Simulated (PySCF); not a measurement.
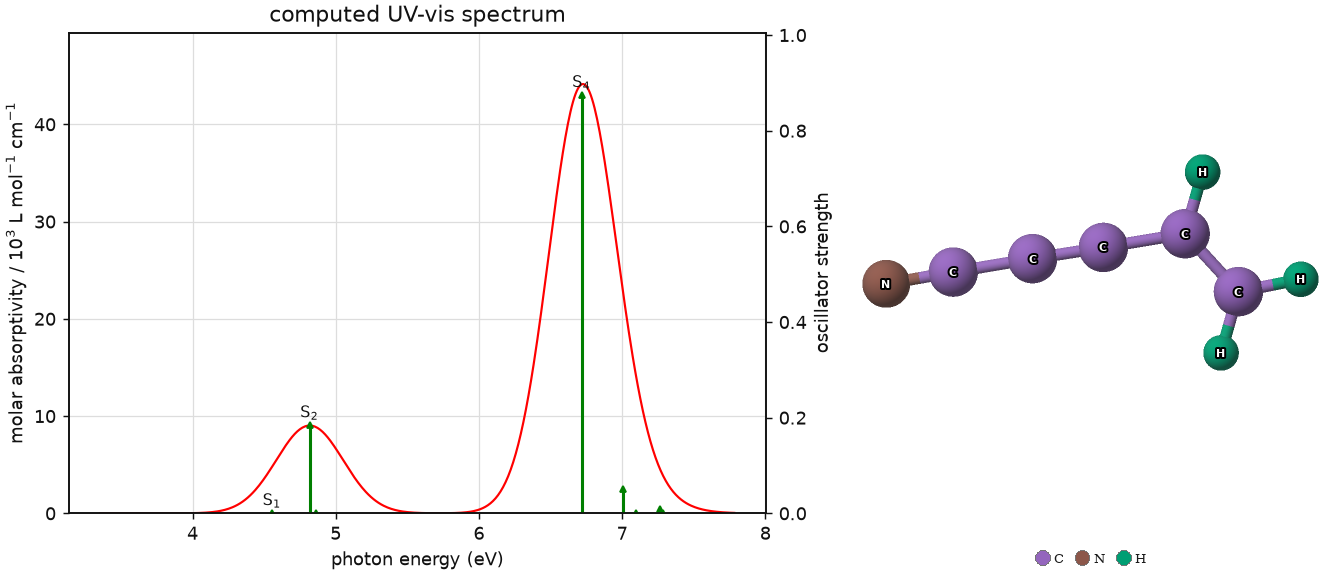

Computed absorption of C₅H₃N (vinylcyanoacetylene), SMILES C=CC#CC#N. Vertical TDDFT excitations, PBE0/def2-SVPD, PySCF 2.14.0, at a GFN2-xTB geometry (no frequency check), gas phase. The lowest 8 singlet states are shown; each is broadened by a Gaussian of 1/e half-width 0.33 eV. Sticks give oscillator strengths (right axis).

**Where is the lowest singlet, and is it bright?**

S1 lies at 4.56 eV (272 nm) with f = 0.000, mainly HOMO−1 → LUMO (90 %); it is dark or nearly so.

**Where is the maximum of the broadened curve, and how high is it?**

At about 6.7 eV (184 nm), with ε near 44000 L mol⁻¹ cm⁻¹.

**List the transitions behind the spectrum.**

| state | E (eV) | λ (nm) | f | main character |
| --- | --- | --- | --- | --- |
| S1 | 4.56 | 272 | 0.000 | HOMO−1 → LUMO (90 %) |
| S2 | 4.82 | 257 | 0.184 | HOMO → LUMO (71 %) |
| S3 | 4.87 | 255 | 0.000 | HOMO → LUMO+1 (90 %) |
| S4 | 6.72 | 185 | 0.874 | HOMO−1 → LUMO+1 (36 %) |
| S5 | 7.01 | 177 | 0.051 | HOMO → LUMO+2 (49 %) |
| S6 | 7.10 | 175 | 0.001 | HOMO−2 → LUMO+1 (51 %) |
| S7 | 7.26 | 171 | 0.008 | HOMO−3 → LUMO (76 %) |
| S8 | 7.28 | 170 | 0.000 | HOMO → LUMO+3 (31 %) |

Known limits of this run: the tight-binding geometry is rougher than a DFT one and adds to the error; core orbitals are frozen in the response.
